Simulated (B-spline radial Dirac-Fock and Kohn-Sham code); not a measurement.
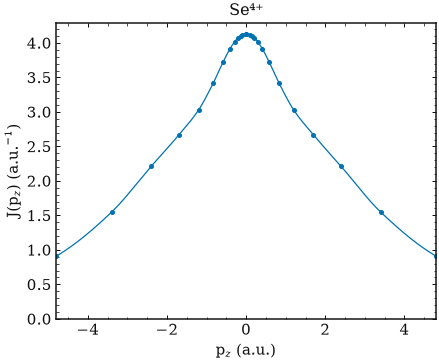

The total Compton profile J(pz). Species: selenium in charge state +4 (Se⁴⁺) ([Ar] 3d10 4s1 4p1), which is not the ground configuration. Computed with a B-spline radial atomic code: the impulse approximation on the Dirac–Fock momentum density (average of configuration).

What is the peak value?

J(0) = 4.13 a.u.⁻¹.

What is the half width at half maximum?

About 2.6 a.u.

What is the area under the whole profile, from −∞ to ∞?

30, the number of electrons.
